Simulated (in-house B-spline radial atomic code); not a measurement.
# Nb⁵⁺: density, ELF and screening along the radius

How do the shells of Nb⁵⁺ show in real space, and how much do the settings move them?

Method: several methods, spin-polarised, as named in each step; spherical all-electron atom at the radial basis limit. Code: in-house B-spline radial atomic code version 1.

### Step 1. The atom as given

| Item | Value |
| --- | --- |
| element | niobium (Z = 41) |
| charge | +5 |
| electrons | 36 |
| configuration | [Ar] 3d10 4s2 4p6 |
| nucleus | point (non-relativistic runs) or finite (X2C runs) |

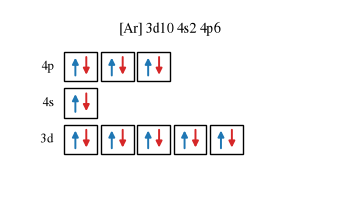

The shells outside the core, filled by Hund's rule for the drawing.

Where spins are not typed, each open shell is filled with up spins first.

### Step 2. LDA (VWN5), X2C

The run's settings:

```ini
Z = 41
electrons = 36.0
configuration = [Ar] 3d10 4s2 4p6
hamiltonian = x2c
method = lda,vwn
spin_polarised = True
nucleus = fermi
rms_radius = 4.324
mass_number = 93
atomic_mass = 92.90637317
speed_of_light = 137.035999084
```

On the command line:

```bash
python run_scf.py task.json out
```

The settings of every run stand in task.json; they run in order.

Results of the run (chosen fields of its result record, rounded):

```text
{
  "status": "converged",
  "scf [iteration, energy, orbital gradient]": [
    [1, -3805.60731004, 0.461],
    [2, -3808.45571058, 0.274],
    [3, -3809.75412375, 0.049],
    [4, -3809.80304333, 0.0155],
    [5, -3809.80600436, 0.00503],
    [6, -3809.80653523, 0.0014],
    [7, -3809.80655153, 4.53e-05],
    [8, -3809.80655155, 1.8e-06],
    [9, -3809.80655155, 3.14e-08]
  ],
  "energy [hartree]": {"total": -3809.80655155, "kinetic": 3942.50047053, "nuclear": -9120.84079386, "coulomb": 1481.74937067, "xc": -113.215598886},
  "orbitals [hartree, bohr; up spins, the down spins are equal]": [
    ["name", "occ", "eps", "<r>", "<r^2>", "<1/r>", "r_max"],
    ["1s up", 1.0, -691.53818, 0.035652, 0.0017255, 43.675, 0.022951],
    ["2s up", 1.0, -98.826383, 0.15786, 0.029437, 9.7528, 0.13332],
    ["2p up", 3.0, -88.591711, 0.13762, 0.023163, 9.2937, 0.10625],
    ["3s up", 1.0, -18.429217, 0.44372, 0.22582, 3.2966, 0.39614],
    ["3p up", 3.0, -15.08044, 0.44593, 0.23172, 3.1004, 0.38948],
    ["3d up", 5.0, -9.5810665, 0.43243, 0.22546, 2.8587, 0.33347],
    ["4s up", 1.0, -4.3781915, 1.1226, 1.4222, 1.2226, 1.0182],
    ["4p up", 3.0, -3.4586558, 1.2272, 1.7105, 1.0954, 1.0968]
  ],
  "sum_r [bohr^k]": {"-1": 225.4165, "1": 18.70823, "2": 17.40531},
  "radius_at_0.001 [bohr]": 2.722,
  "radius_enclosing_fraction [bohr]": {"0.5": 0.3831, "0.9": 1.223, "0.99": 1.995},
  "slater [hartree]": {
    "F0(4s up,4s up)": 0.80024,
    "F0(4s up,4s down)": 0.80024,
    "F0(4s up,4p up)": 0.76373,
    "G1(4s up,4p up)": 0.51989,
    "F0(4s up,4p down)": 0.76373,
    "F0(4s down,4s down)": 0.80024,
    "F0(4s down,4p up)": 0.76373,
    "F0(4s down,4p down)": 0.76373,
    "G1(4s down,4p down)": 0.51989,
    "F0(4p up,4p up)": 0.73247,
    "F2(4p up,4p up)": 0.38762,
    "F0(4p up,4p down)": 0.73247,
    "F2(4p up,4p down)": 0.38762,
    "F0(4p down,4p down)": 0.73247,
    "F2(4p down,4p down)": 0.38762
  }
}
```

It took 0.16 s on 1 thread, shared host.

radius_at_0.001 is where the density falls to 0.001 electrons per bohr³.

Fields along the radius, from the same record (one point in 2):

| r (bohr) | 4πr²n (1/bohr) | ELF | screened charge r·V (e) | reduced gradient s |
| --- | --- | --- | --- | --- |
| 0.00496 | 13.20 | 0.9993 | 39.90 | 0.5601 |
| 0.00730 | 21.95 | 0.9988 | 39.40 | 0.5386 |
| 0.0107 | 33.43 | 0.9971 | 38.70 | 0.5492 |
| 0.0158 | 45.37 | 0.9904 | 37.72 | 0.5950 |
| 0.0233 | 51.78 | 0.9500 | 36.42 | 0.6769 |
| 0.0343 | 48.61 | 0.6966 | 34.72 | 0.7479 |
| 0.0504 | 43.43 | 0.3189 | 32.53 | 0.5849 |
| 0.0742 | 51.55 | 0.4746 | 29.70 | 0.2974 |
| 0.109 | 63.50 | 0.7653 | 26.28 | 0.3772 |
| 0.161 | 50.89 | 0.5725 | 22.39 | 0.5785 |
| 0.237 | 38.99 | 0.2963 | 18.20 | 0.3132 |
| 0.348 | 47.77 | 0.7230 | 13.84 | 0.2820 |
| 0.513 | 31.28 | 0.6851 | 10.24 | 0.6405 |
| 0.754 | 11.77 | 0.2025 | 7.809 | 0.6561 |
| 1.11 | 9.307 | 0.7783 | 6.026 | 0.4934 |
| 1.63 | 3.651 | 0.8018 | 5.167 | 1.290 |
| 2.41 | 0.3004 | 0.1762 | 5.007 | 4.507 |
| 3.54 | 0.003393 | 0.0007927 | 5.000 | 27.72 |

### Step 3. PBE, X2C

The settings differ from step 2 so:

```diff
@@ -4,3 +4,3 @@
 hamiltonian = x2c
-method = lda,vwn
+method = pbe,pbe
 spin_polarised = True
```

Result record:

```text
{
  "status": "converged",
  "iterations": 9,
  "energy [hartree]": {"total": -3814.02703572, "kinetic": 3948.33835137, "nuclear": -9127.0539823, "coulomb": 1482.18986369, "xc": -117.501268494},
  "orbitals [hartree, bohr; up spins, the down spins are equal]": [
    ["name", "occ", "eps", "<r>"],
    ["1s up", 1.0, -692.55819, 0.03561],
    ["2s up", 1.0, -98.943189, 0.15766],
    ["2p up", 3.0, -88.621409, 0.13754],
    ["3s up", 1.0, -18.469449, 0.44282],
    ["3p up", 3.0, -15.092394, 0.44531],
    ["3d up", 5.0, -9.5682789, 0.4322],
    ["4s up", 1.0, -4.3754645, 1.1233],
    ["4p up", 3.0, -3.4536683, 1.228]
  ],
  "sum_r [bohr^k]": {"-1": 225.5783, "1": 18.70602, "2": 17.40419}
}
```

It took 0.16 s on 1 thread, shared host.

The record's radial tables, every 4th point:

| r (bohr) | 4πr²n (1/bohr) | ELF | screened charge r·V (e) | reduced gradient s |
| --- | --- | --- | --- | --- |
| 0.00496 | 13.24 | 0.9993 | 39.90 | 0.5603 |
| 0.0107 | 33.51 | 0.9972 | 38.70 | 0.5495 |
| 0.0233 | 51.84 | 0.9500 | 36.41 | 0.6776 |
| 0.0504 | 43.40 | 0.3179 | 32.53 | 0.5850 |
| 0.109 | 63.57 | 0.7660 | 26.28 | 0.3772 |
| 0.237 | 38.91 | 0.2953 | 18.20 | 0.3121 |
| 0.513 | 31.30 | 0.6857 | 10.24 | 0.6426 |
| 1.11 | 9.343 | 0.7807 | 6.025 | 0.4885 |
| 2.41 | 0.3010 | 0.1762 | 5.007 | 4.469 |

### Step 4. Hartree-Fock, X2C

The settings differ from step 3 so:

```diff
@@ -4,3 +4,3 @@
 hamiltonian = x2c
-method = pbe,pbe
+method = hf
 spin_polarised = True
```

Result record:

```text
{
  "status": "converged",
  "iterations": 9,
  "energy [hartree]": {"total": -3812.51944782, "kinetic": 3948.11036166, "nuclear": -9126.7720023, "coulomb": 1482.18740811, "exact_exchange": -116.045215292},
  "orbitals [hartree, bohr; up spins, the down spins are equal]": [
    ["name", "occ", "eps", "<r>"],
    ["1s up", 1.0, -703.81755, 0.035597],
    ["2s up", 1.0, -103.22425, 0.15729],
    ["2p up", 3.0, -92.217325, 0.13754],
    ["3s up", 1.0, -20.367751, 0.43989],
    ["3p up", 3.0, -16.662179, 0.44272],
    ["3d up", 5.0, -10.588598, 0.43115],
    ["4s up", 1.0, -4.9061334, 1.1303],
    ["4p up", 3.0, -3.7638136, 1.2343]
  ],
  "sum_r [bohr^k]": {"-1": 225.5685, "1": 18.72497, "2": 17.46895}
}
```

Wall time 0.21 s (1 thread, shared host).

Fields along the radius, from the same record (one point in 4):

| r (bohr) | 4πr²n (1/bohr) | ELF | screened charge r·V (e) | reduced gradient s |
| --- | --- | --- | --- | --- |
| 0.00497 | 13.27 | 0.9993 | 39.90 | 0.5592 |
| 0.0108 | 33.82 | 0.9971 | 38.68 | 0.5494 |
| 0.0233 | 51.88 | 0.9505 | 36.41 | 0.6776 |
| 0.0506 | 43.34 | 0.3148 | 32.50 | 0.5820 |
| 0.110 | 63.69 | 0.7699 | 26.19 | 0.3817 |
| 0.238 | 38.84 | 0.2945 | 18.15 | 0.3056 |
| 0.515 | 31.13 | 0.6848 | 10.21 | 0.6496 |
| 1.12 | 9.222 | 0.7946 | 6.006 | 0.4933 |
| 2.42 | 0.2945 | 0.1730 | 5.007 | 4.558 |

### Step 5. CAM-B3LYP, X2C

The settings differ from step 4 so:

```diff
@@ -4,3 +4,3 @@
 hamiltonian = x2c
-method = hf
+method = camb3lyp
 spin_polarised = True
```

Result record:

```text
{
  "status": "converged",
  "iterations": 9,
  "energy [hartree]": {"total": -3814.64611684, "kinetic": 3948.92992362, "nuclear": -9127.7163203, "coulomb": 1482.26976846, "exact_exchange": -25.0683889227, "xc": -93.0610996922},
  "orbitals [hartree, bohr; up spins, the down spins are equal]": [
    ["name", "occ", "eps", "<r>"],
    ["1s up", 1.0, -694.90725, 0.035607],
    ["2s up", 1.0, -99.870243, 0.15759],
    ["2p up", 3.0, -89.428219, 0.13753],
    ["3s up", 1.0, -18.918773, 0.4424],
    ["3p up", 3.0, -15.483975, 0.44492],
    ["3d up", 5.0, -9.8588389, 0.43206],
    ["4s up", 1.0, -4.5711098, 1.1249],
    ["4p up", 3.0, -3.5967277, 1.2297]
  ],
  "sum_r [bohr^k]": {"-1": 225.5941, "1": 18.71461, "2": 17.44021}
}
```

It took 0.58 s on 1 thread, shared host.

The record's radial tables, every 4th point:

| r (bohr) | 4πr²n (1/bohr) | ELF | screened charge r·V (e) | reduced gradient s |
| --- | --- | --- | --- | --- |
| 0.00496 | 13.24 | 0.9993 | 39.90 | 0.5602 |
| 0.0108 | 33.81 | 0.9971 | 38.68 | 0.5500 |
| 0.0233 | 51.85 | 0.9501 | 36.41 | 0.6775 |
| 0.0505 | 43.40 | 0.3170 | 32.51 | 0.5831 |
| 0.109 | 63.59 | 0.7663 | 26.28 | 0.3773 |
| 0.237 | 38.92 | 0.2950 | 18.20 | 0.3118 |
| 0.513 | 31.30 | 0.6857 | 10.24 | 0.6426 |
| 1.11 | 9.307 | 0.7805 | 6.030 | 0.4911 |
| 2.41 | 0.3079 | 0.1814 | 5.007 | 4.404 |

### Step 6. TPSS, X2C

The settings differ from step 5 so:

```diff
@@ -4,3 +4,3 @@
 hamiltonian = x2c
-method = camb3lyp
+method = tpss,tpss
 spin_polarised = True
```

Result record:

```text
{
  "status": "converged",
  "iterations": 7,
  "energy [hartree]": {"total": -3814.28559266, "kinetic": 3948.50108674, "nuclear": -9126.91957565, "coulomb": 1481.89130729, "xc": -117.758411042},
  "orbitals [hartree, bohr; up spins, the down spins are equal]": [
    ["name", "occ", "eps", "<r>"],
    ["1s up", 1.0, -693.43113, 0.035594],
    ["2s up", 1.0, -99.102627, 0.15753],
    ["2p up", 3.0, -88.69554, 0.13751],
    ["3s up", 1.0, -18.557081, 0.44236],
    ["3p up", 3.0, -15.140553, 0.44515],
    ["3d up", 5.0, -9.5709225, 0.43249],
    ["4s up", 1.0, -4.3963939, 1.1244],
    ["4p up", 3.0, -3.4641156, 1.2279]
  ],
  "sum_r [bohr^k]": {"-1": 225.5745, "1": 18.70797, "2": 17.39875}
}
```

Run time: 0.23 s. Hardware: 1 thread, shared host.

Meta-GGA runs start from a PBE run whose iterations are not counted.

Fields along the radius, from the same record (one point in 4):

| r (bohr) | 4πr²n (1/bohr) | ELF | screened charge r·V (e) | reduced gradient s |
| --- | --- | --- | --- | --- |
| 0.00496 | 13.24 | 0.9993 | 39.90 | 0.5597 |
| 0.0107 | 33.52 | 0.9972 | 38.70 | 0.5492 |
| 0.0233 | 51.87 | 0.9501 | 36.41 | 0.6776 |
| 0.0504 | 43.38 | 0.3172 | 32.53 | 0.5853 |
| 0.109 | 63.60 | 0.7668 | 26.28 | 0.3776 |
| 0.237 | 38.85 | 0.2940 | 18.20 | 0.3111 |
| 0.513 | 31.29 | 0.6861 | 10.24 | 0.6427 |
| 1.11 | 9.346 | 0.7824 | 6.025 | 0.4897 |
| 2.41 | 0.2952 | 0.1722 | 5.007 | 4.502 |

### Step 7. The runs side by side

| run | total energy (hartree) | highest level (eV) | radius holding 50 / 90 / 99 % (bohr) | radius at n = 0.001 (bohr) | ELF minima on the full grid (bohr) |
| --- | --- | --- | --- | --- | --- |
| LDA (VWN5), X2C | -3809.8066 | -94.115 | 0.383 / 1.22 / 2.00 | 2.72 | 0.050, 0.24, 0.75 |
| PBE, X2C | -3814.0270 | -93.979 | 0.383 / 1.22 / 2.00 | 2.73 | 0.050, 0.24, 0.76 |
| Hartree-Fock, X2C | -3812.5194 | -102.42 | 0.383 / 1.23 / 2.00 | 2.73 | 0.051, 0.24, 0.76 |
| CAM-B3LYP, X2C | -3814.6461 | -97.872 | 0.383 / 1.22 / 2.00 | 2.73 | 0.051, 0.24, 0.76 |
| TPSS, X2C | -3814.2856 | -94.263 | 0.383 / 1.22 / 1.99 | 2.72 | 0.050, 0.24, 0.76 |

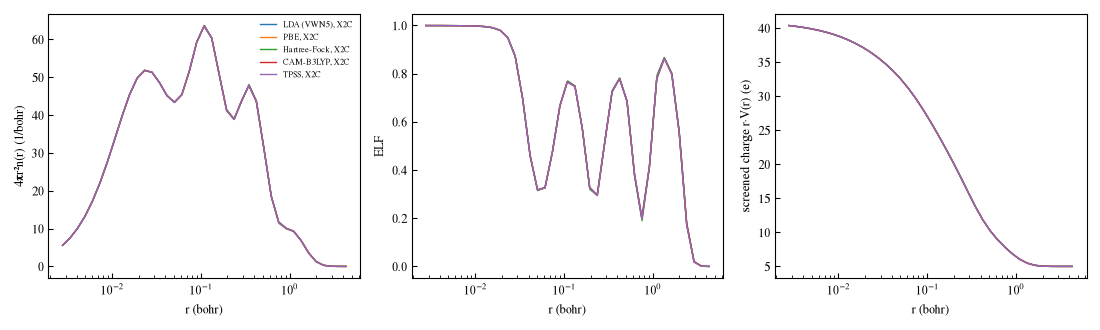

Radial density, ELF and screened nuclear charge of all runs.

What this shows: In the first run ELF has 3 minima on the grid, which mark the borders between shells. On the record's full grid the screened charge (r times the electrostatic potential) falls from 40.9 near the nucleus to 5.00 at 4.3 bohr; far out it tends to the net charge, 5. The grid is coarse (about 21 % a step), so the places of minima are rough. For X2C runs ELF uses the non-relativistic kinetic energy density, and the fields carry no picture-change correction.
